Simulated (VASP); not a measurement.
Band structure of GaP (relaxed from the rock salt structure, space group Fm-3m). Method: PBE GGA, VASP's PBE PAW potentials (set 64) (plane waves; VASP 6.6.1).

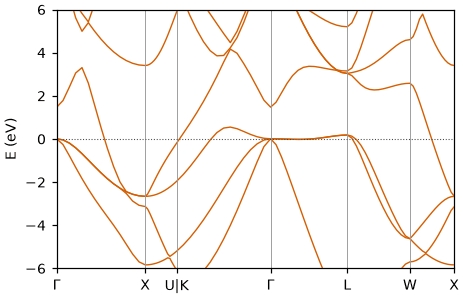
Bands along high-symmetry lines, zero at the valence-band maximum or, without a gap, the Fermi level

Q: Read the plot: is there a gap, and where are the band edges?

A: It has no gap at this level: it comes out as a metal or semimetal. (Edges off the drawn lines would not show.)

The structure was generated: GaP was put into the rock salt type (Fm-3m), which need not be its known phase. It was relaxed first, which changed the volume by +13 %.
